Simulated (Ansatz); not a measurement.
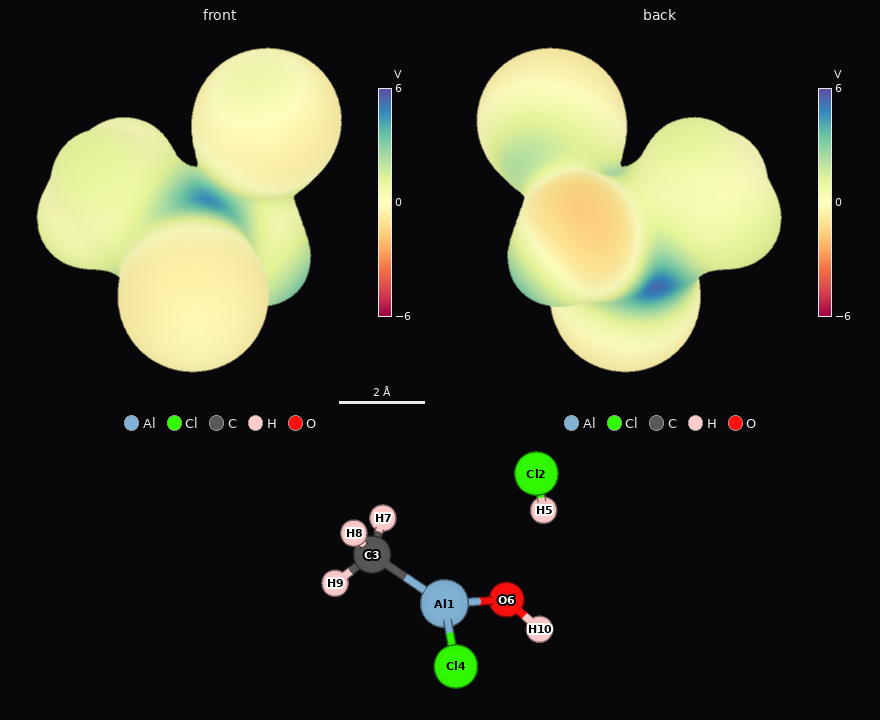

CH$_{4}$AlClO···HCl. The electrostatic potential painted on the density surface at 0.004 e/bohr³, seen from the front and from behind; red is negative and blue positive. The bare structure is drawn below in the same view.

Not at a stationary point (largest force 1.9 eV/Å).

Method: Ansatz 0.2.0, RKS PBE0-D4/def2-SVP.

```tsv
atom	x (Å)	y (Å)	z (Å)
Al	-0.6370	0.5014	0.1056
Cl	2.5462	-0.1491	1.4700
C	-0.1198	-0.1011	-1.6485
Cl	-1.1711	2.4724	0.6171
H	1.4469	-0.7911	1.7972
O	-0.7842	-0.7336	1.4195
H	0.3414	-1.0983	-1.5746
H	0.5904	0.5828	-2.1381
H	-1.0046	-0.1868	-2.3008
H	-1.2081	-0.4966	2.2526
```

Q: Describe the electrostatic potential map.

A: The most negative region (about −1.6 V) lies over O6, the most positive (about +4.8 V) over Al1. Cl2 shows a σ-hole: about +0.6 V at the tip opposite its bond, against about −0.4 V on its flanks. O6 is the likeliest acceptor of a hydrogen bond.
